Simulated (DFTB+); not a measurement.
# Geometry relaxation of HfNH₂Cl₂F (part 3 of 4)

The same run, continued: HfNH₂Cl₂F; GFN2-xTB, R-SCC, dispersion built in (DFTB+ 25.1). The geometry comes from this level: PBE0-D4/def2-TZVP.

Geometry of the input (Å):
```
N  -0.1134  1.2511  0.0588
Hf -0.0093  -0.7423  -0.0770
F  -1.6885  -1.2946  -0.7502
Cl 0.4181  -1.6331  2.0542
Cl 1.7477  -1.3207  -1.5249
H  0.6231  1.8606  0.3881
H  -0.9163  1.8111  -0.1946
```

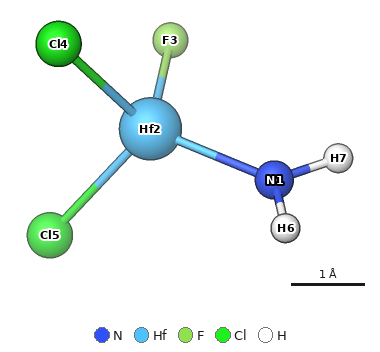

Figure 1. The geometry at step 15 of the log (ball-and-stick view, seen at a tilt; atoms are numbered from 1 in the order of the input).

### Log, continued
```
total energy  -1.9453696E+01 H       energy change -1.5583258E-05 H
gradient norm  2.5139370E-03 H/a0    max. gradient  1.6931239E-03 H/a0
step length    3.0813518E-02 a0      max. step      2.1831901E-02 a0

--------------------------------------------------------------------------------

***  Geometry step: 26

 iSCC Total electronic   Diff electronic      SCC error
    1   -0.19511894E+02    0.00000000E+00    0.11621611E-01
    2   -0.19511893E+02    0.26289277E-03    0.93106929E-02
    3   -0.19511878E+02    0.80055991E-06    0.24484542E-02
    4   -0.19511875E+02    0.15154794E-04    0.16280199E-02
    5   -0.19511877E+02    0.23042951E-05    0.16920877E-03
    6   -0.19511878E+02   -0.16400849E-05    0.51984880E-04
    7   -0.19511878E+02   -0.89347492E-06    0.44166035E-04
    8   -0.19511878E+02   -0.10579189E-06    0.26342775E-04
    9   -0.19511878E+02   -0.93907069E-07    0.45578148E-05

Total Energy:                      -19.4537268609 H         -529.3628 eV
Extrapolated to 0K:                -19.4537268609 H         -529.3628 eV
Total Mermin free energy:          -19.4537268609 H         -529.3628 eV
Force related energy:              -19.4537268609 H         -529.3628 eV

total energy  -1.9453727E+01 H       energy change -3.0429626E-05 H
gradient norm  3.1561445E-03 H/a0    max. gradient  1.7287893E-03 H/a0
step length    3.7451644E-02 a0      max. step      1.8817469E-02 a0

--------------------------------------------------------------------------------

***  Geometry step: 27

 iSCC Total electronic   Diff electronic      SCC error
    1   -0.19511566E+02    0.00000000E+00    0.28224589E-01
    2   -0.19511584E+02    0.31254979E-03    0.23087667E-01
    3   -0.19511606E+02   -0.18756122E-04    0.51503093E-02
    4   -0.19511604E+02   -0.21940064E-04    0.12766967E-02
    5   -0.19511598E+02    0.23596214E-05    0.97224553E-03
    6   -0.19511598E+02    0.56235386E-05    0.32848091E-03
    7   -0.19511594E+02    0.86319107E-06    0.16559112E-03
    8   -0.19511592E+02    0.40425561E-05    0.10897651E-03
    9   -0.19511590E+02    0.16775594E-05    0.21843221E-04
   10   -0.19511589E+02    0.23014413E-05    0.47529948E-05

Total Energy:                      -19.4538294097 H         -529.3656 eV
Extrapolated to 0K:                -19.4538294097 H         -529.3656 eV
Total Mermin free energy:          -19.4538294097 H         -529.3656 eV
Force related energy:              -19.4538294097 H         -529.3656 eV

total energy  -1.9453829E+01 H       energy change -1.0254888E-04 H
gradient norm  4.4750855E-03 H/a0    max. gradient  1.8252513E-03 H/a0
step length    1.0112526E-01 a0      max. step      6.6785241E-02 a0

--------------------------------------------------------------------------------

***  Geometry step: 28

 iSCC Total electronic   Diff electronic      SCC error
    1   -0.19511555E+02    0.00000000E+00    0.17628841E-01
    2   -0.19511583E+02    0.34680569E-04    0.16650931E-01
    3   -0.19511629E+02   -0.28464899E-04    0.78278490E-02
    4   -0.19511644E+02   -0.45845163E-04    0.34344900E-02
    5   -0.19511634E+02   -0.14923030E-04    0.73530482E-03
    6   -0.19511634E+02    0.94665461E-05    0.36480991E-03
    7   -0.19511632E+02    0.75209456E-08    0.25043775E-03
    8   -0.19511629E+02    0.21600090E-05    0.96518722E-04
    9   -0.19511626E+02    0.36583021E-05    0.25858059E-04
   10   -0.19511626E+02    0.27065247E-05    0.31121844E-05

Total Energy:                      -19.4539576147 H         -529.3691 eV
Extrapolated to 0K:                -19.4539576147 H         -529.3691 eV
Total Mermin free energy:          -19.4539576147 H         -529.3691 eV
Force related energy:              -19.4539576147 H         -529.3691 eV

total energy  -1.9453958E+01 H       energy change -1.2820498E-04 H
gradient norm  3.2119598E-03 H/a0    max. gradient  1.7200833E-03 H/a0
step length    1.0580009E-01 a0      max. step      5.9981364E-02 a0

--------------------------------------------------------------------------------

***  Geometry step: 29

 iSCC Total electronic   Diff electronic      SCC error
    1   -0.19511475E+02    0.00000000E+00    0.15734615E-01
    2   -0.19511479E+02    0.15043370E-03    0.11919446E-01
    3   -0.19511474E+02   -0.41400454E-05    0.57219017E-02
    4   -0.19511474E+02    0.52798279E-05    0.28037457E-02
    5   -0.19511477E+02    0.24049742E-06    0.77236637E-03
    6   -0.19511477E+02   -0.30661562E-05    0.14900135E-03
    7   -0.19511478E+02   -0.48880870E-06    0.12046936E-03
    8   -0.19511477E+02   -0.11556187E-06    0.10048109E-03
    9   -0.19511476E+02    0.29375252E-06    0.13500182E-04
   10   -0.19511475E+02    0.16133402E-05    0.41565592E-05

Total Energy:                      -19.4540029410 H         -529.3704 eV
Extrapolated to 0K:                -19.4540029410 H         -529.3704 eV
Total Mermin free energy:          -19.4540029410 H         -529.3704 eV
Force related energy:              -19.4540029410 H         -529.3704 eV

total energy  -1.9454003E+01 H       energy change -4.5326281E-05 H
gradient norm  2.4680011E-03 H/a0    max. gradient  1.0345288E-03 H/a0
step length    6.1293352E-02 a0      max. step      3.5328255E-02 a0

--------------------------------------------------------------------------------

***  Geometry step: 30

 iSCC Total electronic   Diff electronic      SCC error
    1   -0.19511706E+02    0.00000000E+00    0.19858541E-01
    2   -0.19511714E+02   -0.23084573E-03    0.16652622E-01
    3   -0.19511745E+02   -0.78771342E-05    0.19827104E-02
    4   -0.19511739E+02   -0.30651913E-04    0.10314557E-02
    5   -0.19511733E+02    0.53865238E-05    0.23053817E-03
    6   -0.19511733E+02    0.60027130E-05    0.11866877E-03
    7   -0.19511734E+02    0.52434496E-06    0.52496886E-04
    8   -0.19511734E+02   -0.86803729E-06    0.18477854E-04
    9   -0.19511735E+02   -0.51777500E-06    0.74123079E-05

Total Energy:                      -19.4540190025 H         -529.3708 eV
Extrapolated to 0K:                -19.4540190025 H         -529.3708 eV
Total Mermin free energy:          -19.4540190025 H         -529.3708 eV
Force related energy:              -19.4540190025 H         -529.3708 eV

total energy  -1.9454019E+01 H       energy change -1.6061458E-05 H
gradient norm  1.9873050E-03 H/a0    max. gradient  9.4545944E-04 H/a0
step length    2.3491293E-02 a0      max. step      1.3976785E-02 a0

Geometry converged

--------------------------------------------------------------------------------
--------------------------------------------------------------------------------
Pre-SCC initialisation                 +       0.05 (  9.0%)       0.04 (  8.1%)
SCC                                    +       0.39 ( 74.6%)       0.41 ( 75.8%)
Post-SCC processing                    +       0.08 ( 16.1%)       0.09 ( 16.1%)
--------------------------------------------------------------------------------
Missing                                +       0.00 (  0.2%)       0.00 (  0.0%)
Total                                  =       0.53 (100.0%)       0.54 (100.0%)
--------------------------------------------------------------------------------
```

### File detailed.out
```
Fermi distribution function

Geometry optimization step: 30

********************************************************************************
 iSCC Total electronic   Diff electronic      SCC error
    9   -0.19511735E+02   -0.51777500E-06    0.74123079E-05
********************************************************************************

 Total charge:    -0.00000000

 Atomic gross charges (e)
 Atom           Charge
    1      -0.48910449
    2       1.10000600
    3      -0.40241138
    4      -0.30184824
    5      -0.30179826
    6       0.19566494
    7       0.19949144

Nr. of electrons (up):     32.00000000
Atom populations (up)
 Atom       Population
    1       5.48910449
    2       2.89999400
    3       7.40241138
    4       7.30184824
    5       7.30179826
    6       0.80433506
    7       0.80050856

l-shell populations (up)
 Atom Sh.   l       Population
    1   1   0       1.19101697
    1   2   1       4.29808752
    2   1   2       0.44840835
    2   2   0       1.09961384
    2   3   1       1.35197181
    3   1   0       1.65168328
    3   2   1       5.75072811
    4   1   0       1.78749791
    4   2   1       5.51403754
    4   3   2       0.00031279
    5   1   0       1.78748494
    5   2   1       5.51400335
    5   3   2       0.00030997
    6   1   0       0.80433506
    7   1   0       0.80050856

Orbital populations (up)
 Atom Sh.   l   m       Population  Label
    1   1   0   0       1.19101697  s
    1   2   1  -1       1.30779744  p_y
    1   2   1   0       1.74468999  p_z
    1   2   1   1       1.24560009  p_x
    2   1   2  -2       0.08187208  d_xy
    2   1   2  -1       0.07200555  d_yz
    2   1   2   0       0.13019446  d_z2
    2   1   2   1       0.12448380  d_xz
    2   1   2   2       0.03985247  d_x2-y2
    2   2   0   0       1.09961384  s
    2   3   1  -1       0.50554060  p_y
    2   3   1   0       0.39858705  p_z
    2   3   1   1       0.44784416  p_x
    3   1   0   0       1.65168328  s
    3   2   1  -1       1.93281990  p_y
    3   2   1   0       1.93892075  p_z
    3   2   1   1       1.87898745  p_x
    4   1   0   0       1.78749791  s
    4   2   1  -1       1.81220058  p_y
    4   2   1   0       1.79626539  p_z
    4   2   1   1       1.90557157  p_x
    4   3   2  -2       0.00013314  d_xy
    4   3   2  -1       0.00031630  d_yz
    4   3   2   0      -0.00013023  d_z2
    4   3   2   1       0.00001037  d_xz
    4   3   2   2      -0.00001678  d_x2-y2
    5   1   0   0       1.78748494  s
    5   2   1  -1       1.84399543  p_y
    5   2   1   0       1.83582292  p_z
    5   2   1   1       1.83418500  p_x
    5   3   2  -2       0.00011108  d_xy
    5   3   2  -1       0.00000316  d_yz
    5   3   2   0      -0.00013972  d_z2
    5   3   2   1       0.00019997  d_xz
    5   3   2   2       0.00013549  d_x2-y2
    6   1   0   0       0.80433506  s
    7   1   0   0       0.80050856  s

Fermi level:                        -0.3617215842 H           -9.8429 eV
Band energy:                       -18.9726792367 H         -516.2729 eV
TS:                                  0.0000000000 H            0.0000 eV
Band free energy (E-TS):           -18.9726792367 H         -516.2729 eV
Extrapolated E(0K):                -18.9726792367 H         -516.2729 eV
Input / Output electrons (q):     32.0000000000     32.0000000000

Energy H0:                         -19.5386538224 H         -531.6738 eV
Energy SCC:                          0.0269192685 H            0.7325 eV
Total Electronic energy:           -19.5117345539 H         -530.9413 eV
Repulsive energy:                    0.0620271407 H            1.6878 eV
Total energy:                      -19.4540190025 H         -529.3708 eV
Extrapolated to 0:                 -19.4540190025 H         -529.3708 eV
Total Mermin free energy:          -19.4540190025 H         -529.3708 eV
Force related energy:              -19.4540190025 H         -529.3708 eV

Non-constrained calculation

SCC converged

Full geometry written in geo_end.{xyz|gen}

Total Forces
    1     -0.000053984156     -0.000572132365     -0.000074134433
    2      0.000945459445      0.000067655265      0.000406691431
    3      0.000090581382      0.000079496227      0.000033195208
    4     -0.000388426523      0.000474205988     -0.000668972289
    5     -0.000729750494      0.000359968892      0.000282182056
    6     -0.000510692357      0.000051928222     -0.000182360152
    7      0.000646812702     -0.000461122229      0.000203398179

Maximal derivative component:        0.945459E-03 au

Dipole moment:    0.01730623    1.89137444    0.17123026 au
Dipole moment:    0.04398806    4.80739469    0.43522396 Debye

Geometry converged
```

### Trajectory as extended XYZ (Å, eV, eV/Å), 31 frames, from step=0 to step=30
```
7
Properties=species:S:1:pos:R:3 step=0 energy=-529.17297
N    -0.1134    1.2511    0.0588
Hf   -0.0093   -0.7423   -0.0770
F    -1.6885   -1.2946   -0.7502
Cl    0.4181   -1.6331    2.0542
Cl    1.7477   -1.3207   -1.5249
H     0.6231    1.8606    0.3881
H    -0.9163    1.8111   -0.1946
7
Properties=species:S:1:pos:R:3 step=1 energy=-529.19302
N    -0.1131    1.2451    0.0584
Hf   -0.0034   -0.7428   -0.0748
F    -1.6859   -1.2953   -0.7493
Cl    0.4162   -1.6315    2.0467
Cl    1.7412   -1.3201   -1.5203
H     0.6254    1.8637    0.3892
H    -0.9189    1.8129   -0.1954
7
Properties=species:S:1:pos:R:3 step=2 energy=-529.23922
N    -0.1117    1.2311    0.0577
Hf    0.0215   -0.7458   -0.0659
F    -1.6717   -1.2982   -0.7442
Cl    0.4072   -1.6242    2.0117
Cl    1.7113   -1.3178   -1.4990
H     0.6291    1.8717    0.3913
H    -0.9244    1.8154   -0.1973
7
Properties=species:S:1:pos:R:3 step=3 energy=-529.25483
N    -0.1108    1.2306    0.0580
Hf    0.0319   -0.7462   -0.0621
F    -1.6605   -1.2996   -0.7402
Cl    0.4021   -1.6212    1.9924
Cl    1.6948   -1.3174   -1.4873
H     0.6277    1.8728    0.3909
H    -0.9237    1.8131   -0.1972
7
Properties=species:S:1:pos:R:3 step=4 energy=-529.27095
N    -0.1094    1.2356    0.0589
Hf    0.0377   -0.7424   -0.0596
F    -1.6430   -1.3012   -0.7338
Cl    0.3965   -1.6196    1.9712
Cl    1.6766   -1.3188   -1.4749
H     0.6231    1.8716    0.3891
H    -0.9201    1.8069   -0.1964
7
Properties=species:S:1:pos:R:3 step=5 energy=-529.28102
N    -0.1082    1.2405    0.0597
Hf    0.0343   -0.7348   -0.0602
F    -1.6285   -1.3024   -0.7286
Cl    0.3935   -1.6212    1.9610
Cl    1.6679   -1.3218   -1.4696
H     0.6193    1.8704    0.3876
H    -0.9169    1.8013   -0.1956
7
Properties=species:S:1:pos:R:3 step=6 energy=-529.28950
N    -0.1066    1.2434    0.0606
Hf    0.0270   -0.7225   -0.0618
F    -1.6122   -1.3042   -0.7226
Cl    0.3908   -1.6253    1.9527
Cl    1.6607   -1.3269   -1.4658
H     0.6170    1.8713    0.3868
H    -0.9153    1.7962   -0.1955
7
Properties=species:S:1:pos:R:3 step=7 energy=-529.29471
N    -0.1051    1.2436    0.0611
Hf    0.0217   -0.7109   -0.0628
F    -1.5999   -1.3070   -0.7183
Cl    0.3886   -1.6299    1.9467
Cl    1.6554   -1.3322   -1.4633
H     0.6174    1.8749    0.3873
H    -0.9168    1.7936   -0.1963
7
Properties=species:S:1:pos:R:3 step=8 energy=-529.29807
N    -0.1040    1.2441    0.0615
Hf    0.0201   -0.7026   -0.0626
F    -1.5936   -1.3106   -0.7163
Cl    0.3872   -1.6345    1.9430
Cl    1.6522   -1.3373   -1.4623
H     0.6193    1.8798    0.3885
H    -0.9198    1.7932   -0.1974
7
Properties=species:S:1:pos:R:3 step=9 energy=-529.30223
N    -0.1027    1.2479    0.0624
Hf    0.0208   -0.6931   -0.0616
F    -1.5878   -1.3171   -0.7147
Cl    0.3852   -1.6418    1.9385
Cl    1.6482   -1.3451   -1.4613
H     0.6222    1.8877    0.3903
H    -0.9245    1.7935   -0.1992
7
Properties=species:S:1:pos:R:3 step=10 energy=-529.30917
N    -0.1003    1.2597    0.0643
Hf    0.0246   -0.6774   -0.0588
F    -1.5780   -1.3308   -0.7122
Cl    0.3812   -1.6567    1.9296
Cl    1.6402   -1.3609   -1.4596
H     0.6266    1.9037    0.3934
H    -0.9329    1.7945   -0.2022
7
Properties=species:S:1:pos:R:3 step=11 energy=-529.31739
N    -0.0972    1.2801    0.0671
Hf    0.0315   -0.6592   -0.0546
F    -1.5652   -1.3502   -0.7091
Cl    0.3755   -1.6778    1.9169
Cl    1.6289   -1.3833   -1.4570
H     0.6300    1.9262    0.3967
H    -0.9422    1.7963   -0.2055
7
Properties=species:S:1:pos:R:3 step=12 energy=-529.32486
N    -0.0948    1.3016    0.0698
Hf    0.0391   -0.6462   -0.0507
F    -1.5534   -1.3681   -0.7063
Cl    0.3702   -1.6978    1.9049
Cl    1.6182   -1.4046   -1.4546
H     0.6294    1.9480    0.3985
H    -0.9474    1.7992   -0.2072
7
Properties=species:S:1:pos:R:3 step=13 energy=-529.33127
N    -0.0932    1.3186    0.0718
Hf    0.0453   -0.6404   -0.0479
F    -1.5441   -1.3809   -0.7039
Cl    0.3662   -1.7137    1.8959
Cl    1.6103   -1.4214   -1.4529
H     0.6241    1.9663    0.3982
H    -0.9472    1.8037   -0.2067
7
Properties=species:S:1:pos:R:3 step=14 energy=-529.33735
N    -0.0918    1.3312    0.0734
Hf    0.0501   -0.6381   -0.0459
F    -1.5353   -1.3911   -0.7015
Cl    0.3629   -1.7286    1.8889
Cl    1.6041   -1.4370   -1.4522
H     0.6149    1.9849    0.3964
H    -0.9436    1.8107   -0.2048
7
Properties=species:S:1:pos:R:3 step=15 energy=-529.34505
N    -0.0892    1.3438    0.0754
Hf    0.0555   -0.6350   -0.0437
F    -1.5221   -1.4040   -0.6977
Cl    0.3585   -1.7501    1.8801
Cl    1.5963   -1.4593   -1.4517
H     0.6000    2.0134    0.3934
H    -0.9377    1.8232   -0.2014
7
Properties=species:S:1:pos:R:3 step=16 energy=-529.35151
N    -0.0861    1.3513    0.0772
Hf    0.0601   -0.6315   -0.0417
F    -1.5080   -1.4155   -0.6934
Cl    0.3544   -1.7722    1.8719
Cl    1.5891   -1.4821   -1.4516
H     0.5841    2.0441    0.3902
H    -0.9321    1.8380   -0.1980
7
Properties=species:S:1:pos:R:3 step=17 energy=-529.35359
N    -0.0849    1.3486    0.0774
Hf    0.0605   -0.6305   -0.0415
F    -1.5037   -1.4163   -0.6919
Cl    0.3536   -1.7779    1.8703
Cl    1.5879   -1.4880   -1.4519
H     0.5789    2.0529    0.3890
H    -0.9309    1.8433   -0.1971
7
Properties=species:S:1:pos:R:3 step=18 energy=-529.35404
N    -0.0852    1.3451    0.0769
Hf    0.0600   -0.6301   -0.0416
F    -1.5044   -1.4135   -0.6919
Cl    0.3542   -1.7764    1.8714
Cl    1.5889   -1.4863   -1.4520
H     0.5797    2.0507    0.3891
H    -0.9318    1.8427   -0.1975
7
Properties=species:S:1:pos:R:3 step=19 energy=-529.35424
N    -0.0858    1.3436    0.0766
Hf    0.0602   -0.6296   -0.0415
F    -1.5048   -1.4112   -0.6919
Cl    0.3546   -1.7757    1.8719
Cl    1.5895   -1.4856   -1.4521
H     0.5804    2.0488    0.3892
H    -0.9327    1.8418   -0.1979
7
Properties=species:S:1:pos:R:3 step=20 energy=-529.35471
N    -0.0874    1.3415    0.0758
Hf    0.0621   -0.6285   -0.0407
F    -1.5051   -1.4058   -0.6915
Cl    0.3553   -1.7759    1.8725
Cl    1.5905   -1.4858   -1.4521
H     0.5807    2.0462    0.3891
H    -0.9347    1.8403   -0.1988
7
Properties=species:S:1:pos:R:3 step=21 energy=-529.35741
N    -0.0968    1.3388    0.0721
Hf    0.0812   -0.6222   -0.0330
F    -1.4999   -1.3745   -0.6868
Cl    0.3578   -1.7922    1.8712
Cl    1.5925   -1.5023   -1.4521
H     0.5710    2.0460    0.3856
H    -0.9444    1.8384   -0.2026
7
Properties=species:S:1:pos:R:3 step=22 energy=-529.35980
N    -0.1096    1.3497    0.0682
Hf    0.1136   -0.6115   -0.0201
F    -1.4849   -1.3332   -0.6775
Cl    0.3594   -1.8310    1.8651
Cl    1.5921   -1.5418   -1.4526
H     0.5488    2.0603    0.3789
H    -0.9580    1.8396   -0.2076
7
Properties=species:S:1:pos:R:3 step=23 energy=-529.36069
N    -0.1095    1.3504    0.0683
Hf    0.1147   -0.6149   -0.0200
F    -1.4844   -1.3307   -0.6771
Cl    0.3594   -1.8303    1.8639
Cl    1.5913   -1.5413   -1.4515
H     0.5480    2.0602    0.3786
H    -0.9582    1.8387   -0.2077
7
Properties=species:S:1:pos:R:3 step=24 energy=-529.36162
N    -0.1080    1.3520    0.0689
Hf    0.1144   -0.6167   -0.0204
F    -1.4811   -1.3302   -0.6758
Cl    0.3588   -1.8312    1.8607
Cl    1.5887   -1.5426   -1.4496
H     0.5489    2.0642    0.3793
H    -0.9602    1.8368   -0.2087
7
Properties=species:S:1:pos:R:3 step=25 energy=-529.36205
N    -0.1098    1.3516    0.0682
Hf    0.1196   -0.6172   -0.0186
F    -1.4793   -1.3187   -0.6741
Cl    0.3598   -1.8362    1.8598
Cl    1.5891   -1.5477   -1.4491
H     0.5461    2.0664    0.3785
H    -0.9640    1.8338   -0.2103
7
Properties=species:S:1:pos:R:3 step=26 energy=-529.36288
N    -0.1090    1.3537    0.0687
Hf    0.1234   -0.6157   -0.0171
F    -1.4764   -1.3087   -0.6721
Cl    0.3603   -1.8437    1.8575
Cl    1.5884   -1.5556   -1.4482
H     0.5425    2.0744    0.3779
H    -0.9677    1.8278   -0.2123
7
Properties=species:S:1:pos:R:3 step=27 energy=-529.36567
N    -0.1050    1.3535    0.0701
Hf    0.1324   -0.6152   -0.0139
F    -1.4789   -1.2734   -0.6700
Cl    0.3648   -1.8573    1.8570
Cl    1.5921   -1.5694   -1.4470
H     0.5311    2.0906    0.3753
H    -0.9751    1.8032   -0.2172
7
Properties=species:S:1:pos:R:3 step=28 energy=-529.36915
N    -0.0937    1.3536    0.0743
Hf    0.1392   -0.6162   -0.0116
F    -1.4885   -1.2431   -0.6710
Cl    0.3691   -1.8667    1.8561
Cl    1.5953   -1.5793   -1.4450
H     0.5168    2.1123    0.3721
H    -0.9768    1.7714   -0.2206
7
Properties=species:S:1:pos:R:3 step=29 energy=-529.37039
N    -0.0905    1.3535    0.0755
Hf    0.1485   -0.6166   -0.0081
F    -1.4893   -1.2244   -0.6696
Cl    0.3704   -1.8748    1.8521
Cl    1.5942   -1.5882   -1.4425
H     0.5075    2.1243    0.3698
H    -0.9794    1.7583   -0.2227
7
Properties=species:S:1:pos:R:3 step=30 energy=-529.37082
N    -0.0853    1.3548    0.0775
Hf    0.1456   -0.6148   -0.0090
F    -1.4916   -1.2271   -0.6707
Cl    0.3701   -1.8738    1.8510
Cl    1.5932   -1.5874   -1.4419
H     0.5064    2.1296    0.3699
H    -0.9769    1.7509   -0.2224
```
